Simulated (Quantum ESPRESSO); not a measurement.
## GaP (F-43m): modes at Γ and the response to a field

Aim: the zone-centre modes of GaP (F-43m).

Calculated with Quantum ESPRESSO 7.5; DFT LDA, scalar-relativistic, plane waves, JTH PAW pseudopotentials.

**What experiment says.**

For GaP, zinc blende (literature value (Ref. 21), 300 K), “Temperature dependence of the optical phonon reflection band in GaP” (2021, arxiv:2105.06662) quotes earlier work: Raman mode (TO at Gamma) 367.3 cm⁻¹; infrared mode (TO at Gamma) 366.3 ± 0.3 cm⁻¹.

## Step 1: Set-up

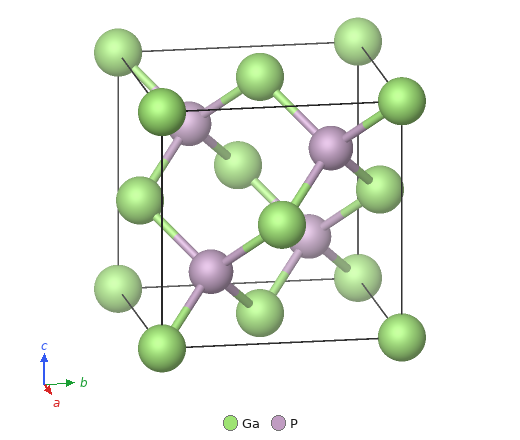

Start, viewed slightly off an axis; gallium green, phosphorus pink. This picture shows the conventional cell, with its axes. Bonds to atoms that aren't drawn are left out. Some periodic images of atoms are drawn too.

## Step 2: A first look

A cheap run with smearing and empty bands tells whether the crystal has a gap, which decides between fixed occupations and smearing later on.

File probe.in:

```
&CONTROL
  calculation = 'scf'
  prefix      = 'x'
  outdir      = './tmp'
  pseudo_dir  = './pseudo'
  tprnfor     = .true.
  tstress     = .true.
  verbosity   = 'high'
/
&SYSTEM
  ibrav       = 0
  nat         = 2
  ntyp        = 2
  ecutwfc     = 60.0
  ecutrho     = 480.0
  occupations = 'smearing'
  smearing    = 'gaussian'
  degauss     = 0.01
/
&ELECTRONS
  conv_thr         = 1.0d-07
  mixing_beta      = 0.7
  electron_maxstep = 100
/
ATOMIC_SPECIES
 Ga     69.7230  Ga.upf
 P      30.9738  P.upf
CELL_PARAMETERS angstrom
    -2.725250000    0.000000000    2.725250000
     0.000000000    2.725250000    2.725250000
    -2.725250000    2.725250000    0.000000000
ATOMIC_POSITIONS crystal
 Ga     0.000000000   0.000000000   0.000000000
 P      0.250000000   0.250000000   0.250000000
K_POINTS automatic
 6 6 6 0 0 0
```

On the command line:

```
> OMP_NUM_THREADS=1 mpirun -n 4 pw.x -nk 4 -in probe.in > probe.out
```

The log of the run:

```text
[banners, grids, parts of the stress and lines that vanish by symmetry left out]
Program PWSCF v.7.5
     file Ga.upf: wavefunction(s)  0S 4P 0P 3D 0D renormalized
     file P.upf: wavefunction(s)  0S 0P renormalized
[...]
kinetic-energy cutoff     =      60.0000  Ry
     charge density cutoff     =     480.0000  Ry
     scf convergence threshold =      1.0E-07
[...]
Exchange-correlation= SLA PW NOGX NOGC
                           (   1   4   0   0   0   0   0)
[...]
24 Sym. Ops. (no inversion) found
[...]
(     0          1          0      )
                  (     0          0          1      )
[...]
(  0.0000000  1.0000000  0.0000000 )
                  ( -0.0000000 -0.0000000  1.0000000 )
[...]
(     1          0         -1      )
                  (     0          0         -1      )
[...]
(  0.0000000  1.0000000  0.0000000 )
[...]
(    -1          0          1      )
                  (    -1          0          0      )
[...]
( -0.0000000 -0.0000000  1.0000000 )
                  (  0.0000000 -1.0000000 -0.0000000 )
[...]
number of k points=    16  Gaussian smearing, width (Ry)=  0.0100
[...]
End of self-consistent calculation
[...]
the Fermi energy is     8.1610 ev
!    total energy              =    -325.69604125 Ry
[...]
convergence has been achieved in   6 iterations
[...]
atom    1 type  1   force =    -0.00000000    0.00000000    0.00000000
     atom    2 type  2   force =    -0.00000000   -0.00000000    0.00000000
[...]
Total force =     0.000000     Total SCF correction =     0.000000
[...]
total   stress  (Ry/bohr**3)                   (kbar)     P=      -28.41
[...]
XML data file, charge density, pseudopotentials, collected wavefunctions

   JOB DONE.
```

Run time: 3.7 s. Hardware: 4 MPI ranks of Arm Neoverse V1, shared host.

Numbers from this step:

* volume per atom: 20.24 Å³
* pressure: -2.841 GPa
* gap on the k-mesh: 1.491 eV

A gap of 1.5 eV opens on this mesh, so the crystal is taken as an insulator; the start stands at -2.8 GPa.

## Step 3: Relaxing the cell and atoms

The relaxation runs at a cutoff a fifth above that of the response, since stress converges more slowly with the basis than frequencies do. Forces and stress are brought to rest with tight thresholds.

File relax.in:

```
&CONTROL
  calculation   = 'vc-relax'
  prefix        = 'x'
  outdir        = './tmp'
  pseudo_dir    = './pseudo'
  tprnfor       = .true.
  tstress       = .true.
  forc_conv_thr = 2.0d-05
  etot_conv_thr = 1.0d-07
  nstep         = 40
/
&SYSTEM
  ibrav       = 0
  nat         = 2
  ntyp        = 2
  ecutwfc     = 72
  ecutrho     = 576.0
  occupations = 'fixed'
  nbnd        = 11
/
&ELECTRONS
  conv_thr         = 1.0d-11
  mixing_beta      = 0.7
  electron_maxstep = 100
/
&IONS
/
&CELL
  press_conv_thr = 0.2
/
ATOMIC_SPECIES
 Ga     69.7230  Ga.upf
 P      30.9738  P.upf
CELL_PARAMETERS angstrom
    -2.725250000    0.000000000    2.725250000
     0.000000000    2.725250000    2.725250000
    -2.725250000    2.725250000    0.000000000
ATOMIC_POSITIONS crystal
 Ga     0.000000000   0.000000000   0.000000000
 P      0.250000000   0.250000000   0.250000000
K_POINTS automatic
 8 8 8 0 0 0
```

On the command line:

```
> OMP_NUM_THREADS=1 mpirun -n 4 pw.x -nk 4 -in relax.in > relax.out
```

The log of the run:

```text
[banners, grids, parts of the stress and lines that vanish by symmetry left out]
[banner, memory and clock lines left out]
Program PWSCF v.7.5

[...]
kinetic-energy cutoff     =      72.0000  Ry
     charge density cutoff     =     576.0000  Ry
     scf convergence threshold =      1.0E-11
[...]
energy convergence thresh.=      1.0E-07
     force convergence thresh. =      2.0E-05
     press convergence thresh. =      2.0E-01
     Exchange-correlation= SLA PW NOGX NOGC
                           (   1   4   0   0   0   0   0)
[...]
24 Sym. Ops. (no inversion) found
[...]
number of k points=    29
[...]
End of self-consistent calculation
[...]
highest occupied, lowest unoccupied level (ev):     7.2851    8.7749
!    total energy              =    -325.69728292 Ry
[...]
convergence has been achieved in  10 iterations
[...]
atom    1 type  1   force =    -0.00000000   -0.00000000   -0.00000000
     atom    2 type  2   force =    -0.00000000    0.00000000   -0.00000000
     Total force =     0.000000     Total SCF correction =     0.000000
[...]
total   stress  (Ry/bohr**3)                   (kbar)     P=      -27.79
[...]
number of bfgs steps    =   0
[...]
CELL_PARAMETERS (angstrom)
[...]
ATOMIC_POSITIONS (crystal)
Ga               0.0000000000       -0.0000000000        0.0000000000
P                0.2500000000        0.2500000000        0.2500000000
[...]
New effective cutoffs (rho, wfc):  581.15   72.66
[...]
End of self-consistent calculation
[...]
highest occupied, lowest unoccupied level (ev):     7.4720    8.9402
!    total energy              =    -325.69786389 Ry
[...]
convergence has been achieved in  19 iterations
[...]
atom    1 type  1   force =     0.00000000    0.00000000    0.00000000
     atom    2 type  2   force =     0.00000000    0.00000000   -0.00000000
     Total force =     0.000000     Total SCF correction =     0.000000
[...]
total   stress  (Ry/bohr**3)                   (kbar)     P=      -16.44
[...]
number of bfgs steps    =   1
[...]
CELL_PARAMETERS (angstrom)
[...]
ATOMIC_POSITIONS (crystal)
Ga               0.0000000000       -0.0000000000        0.0000000000
P                0.2500000000        0.2500000000        0.2500000000
[...]
New effective cutoffs (rho, wfc):  589.04   73.65
[...]
End of self-consistent calculation
[...]
highest occupied, lowest unoccupied level (ev):     7.7431    9.1705
!    total energy              =    -325.69815030 Ry
[...]
convergence has been achieved in  19 iterations
[...]
atom    1 type  1   force =     0.00000000    0.00000000    0.00000000
     atom    2 type  2   force =    -0.00000000    0.00000000    0.00000000
     Total force =     0.000000     Total SCF correction =     0.000000
[...]
total   stress  (Ry/bohr**3)                   (kbar)     P=        1.13
[...]
number of bfgs steps    =   2
[...]
CELL_PARAMETERS (angstrom)
[...]
ATOMIC_POSITIONS (crystal)
[...]
New effective cutoffs (rho, wfc):  588.54   73.59
[...]
End of self-consistent calculation
[...]
highest occupied, lowest unoccupied level (ev):     7.7257    9.1558
!    total energy              =    -325.69815155 Ry
[...]
convergence has been achieved in  18 iterations
[...]
atom    1 type  1   force =     0.00000000   -0.00000000    0.00000000
     atom    2 type  2   force =    -0.00000000    0.00000000   -0.00000000
     Total force =     0.000000     Total SCF correction =     0.000000
[...]
total   stress  (Ry/bohr**3)                   (kbar)     P=       -0.04
[...]
number of bfgs steps    =   3
[...]
small trust_radius: resetting bfgs history
[...]
CELL_PARAMETERS (angstrom)
[...]
ATOMIC_POSITIONS (crystal)
[...]
New effective cutoffs (rho, wfc):  588.55   73.59
[...]
End of self-consistent calculation
[...]
highest occupied, lowest unoccupied level (ev):     7.7260    9.1560
!    total energy              =    -325.69815155 Ry
[...]
convergence has been achieved in   9 iterations
[...]
atom    1 type  1   force =    -0.00000000   -0.00000000    0.00000000
     atom    2 type  2   force =    -0.00000000    0.00000000   -0.00000000
     Total force =     0.000000     Total SCF correction =     0.000000
[...]
total   stress  (Ry/bohr**3)                   (kbar)     P=       -0.02
[...]
bfgs converged in   5 scf cycles and   4 bfgs steps
[...]
End of BFGS Geometry Optimization
     Final enthalpy           =    -325.6981515529 Ry
     File ./tmp/x.bfgs deleted, as requested
[...]
CELL_PARAMETERS (angstrom)
[...]
ATOMIC_POSITIONS (crystal)
Ga               0.0000000000       -0.0000000000       -0.0000000000
P                0.2500000000        0.2500000000        0.2500000000
[...]
Final scf calculation at the relaxed structure.
[...]
kinetic-energy cutoff     =      72.0000  Ry
     charge density cutoff     =     576.0000  Ry
     scf convergence threshold =      1.0E-13
[...]
press convergence thresh. =      2.0E-01
     Exchange-correlation= SLA PW NOGX NOGC
                           (   1   4   0   0   0   0   0)
[...]
24 Sym. Ops. (no inversion) found
[...]
number of k points=    29
[...]
c_bands:  1 eigenvalues not converged
[...]
End of self-consistent calculation
[...]
highest occupied, lowest unoccupied level (ev):     7.7260    9.1560
!    total energy              =    -325.69812513 Ry
[...]
convergence has been achieved in  12 iterations
[...]
atom    1 type  1   force =    -0.00000000   -0.00000000    0.00000000
     atom    2 type  2   force =    -0.00000000    0.00000000   -0.00000000
     Total force =     0.000000     Total SCF correction =     0.000000
[...]
total   stress  (Ry/bohr**3)                   (kbar)     P=       -0.02
[...]
XML data file, charge density, pseudopotentials, collected wavefunctions
```

Run time: 51 s. Hardware: 4 MPI ranks.

Relaxation path:

| step | energy less that of the first step (eV) | largest force (eV/Å) | pressure (GPa) | volume (Å³) |
| --- | --- | --- | --- | --- |
| 1 | 0.0000 | 0.0000 | -2.78 | 40.48 |
| 2 | -0.0079 | 0.0000 | -1.64 | 39.91 |
| 3 | -0.0118 | 0.0000 | 0.11 | 39.11 |
| 4 | -0.0118 | 0.0000 | 0.00 | 39.16 |
| 5 | -0.0118 | 0.0000 | 0.00 | 39.16 |
| 6 | -0.0115 | 0.0000 | 0.00 | 39.16 |

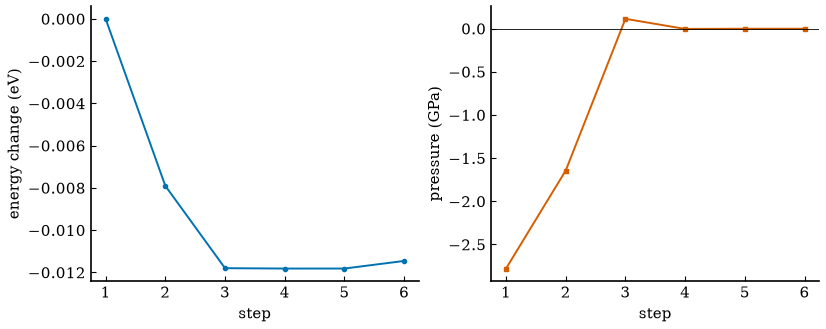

Energy and pressure along the relaxation.

| conventional cell, symmetrised | before | after | change |
| --- | --- | --- | --- |
| a (Å) | 5.451 | 5.391 | -1.1 % |
| b (Å) | 5.451 | 5.391 | -1.1 % |
| c (Å) | 5.451 | 5.391 | -1.1 % |
| volume (Å³/atom) | 20.24 | 19.58 | -3.3 % |

The relaxed structure:

```
Ga P
1.0
    -2.69529    0.00000    2.69529
     0.00000    2.69529    2.69529
    -2.69529    2.69529    0.00000
Ga P
1 1
Direct
  0.00000 0.00000 0.00000
  0.25000 0.25000 0.25000
```

The last row of the table of steps is pw.x's closing run on a basis chosen anew for the final cell, so its energy can jump.

Read from the output:

```yaml
volume_per_atom: 19.58 Å³
pressure: -0.002 GPa
gap_on_the_k_mesh: 1.430 eV
```

The volume changes by -3.3 % from the cell with which this run began.

## Step 4: Ground state

Perturbation theory inherits every error of the wavefunctions, so the threshold is set near the limit of the arithmetic. With a gap, occupations are fixed, which also allows the response to an electric field.

File scf.in:

```
&CONTROL
  calculation = 'scf'
  prefix      = 'x'
  outdir      = './tmp'
  pseudo_dir  = './pseudo'
  tprnfor     = .true.
  tstress     = .true.
/
&SYSTEM
  ibrav       = 0
  nat         = 2
  ntyp        = 2
  ecutwfc     = 60.0
  ecutrho     = 480.0
  occupations = 'fixed'
  nbnd        = 11
/
&ELECTRONS
  conv_thr         = 1.0d-12
  mixing_beta      = 0.7
  electron_maxstep = 100
/
ATOMIC_SPECIES
 Ga     69.7230  Ga.upf
 P      30.9738  P.upf
CELL_PARAMETERS angstrom
    -2.695291197    0.000000000    2.695291197
     0.000000000    2.695291197    2.695291197
    -2.695291197    2.695291197    0.000000000
ATOMIC_POSITIONS crystal
 Ga     0.000000000   0.000000000   0.000000000
 P      0.250000000   0.250000000   0.250000000
K_POINTS automatic
 8 8 8 0 0 0
```

On the command line:

```
> OMP_NUM_THREADS=1 mpirun -n 4 pw.x -nk 4 -in scf.in > scf.out
```

The log of the run:

```text
[banners, grids, parts of the stress and lines that vanish by symmetry left out]
[banner, memory and clock lines left out]
Program PWSCF v.7.5

[...]
kinetic-energy cutoff     =      60.0000  Ry
     charge density cutoff     =     480.0000  Ry
     scf convergence threshold =      1.0E-12
[...]
Exchange-correlation= SLA PW NOGX NOGC
                           (   1   4   0   0   0   0   0)
[...]
24 Sym. Ops. (no inversion) found
[...]
number of k points=    29
[...]
End of self-consistent calculation
[...]
highest occupied, lowest unoccupied level (ev):     7.7260    9.1561
!    total energy              =    -325.69801986 Ry
[...]
convergence has been achieved in  11 iterations
[...]
atom    1 type  1   force =     0.00000000    0.00000000   -0.00000000
     atom    2 type  2   force =     0.00000000    0.00000000   -0.00000000
     Total force =     0.000000     Total SCF correction =     0.000000
[...]
total   stress  (Ry/bohr**3)                   (kbar)     P=        0.32
[...]
XML data file, charge density, pseudopotentials, collected wavefunctions
```

The job ended after 6.7 s (4 MPI ranks).

Read from the output:

```
pressure : 0.032 GPa
```

The cell stands at 0.032 GPa, close enough for phonons.

[end of part 1 of 2]

[Host names and launcher messages were left out of these logs when they were recorded.]

[Logs are printed without paths, hosts, clocks, repeated set-up lines and the standing remarks that a program may print on its own settings, such as how far it seeks lower states.]

[Hosts, paths, dates, database ids (printed as entryN), source tags and the programs' standing remarks are cut or masked in the printed files.]
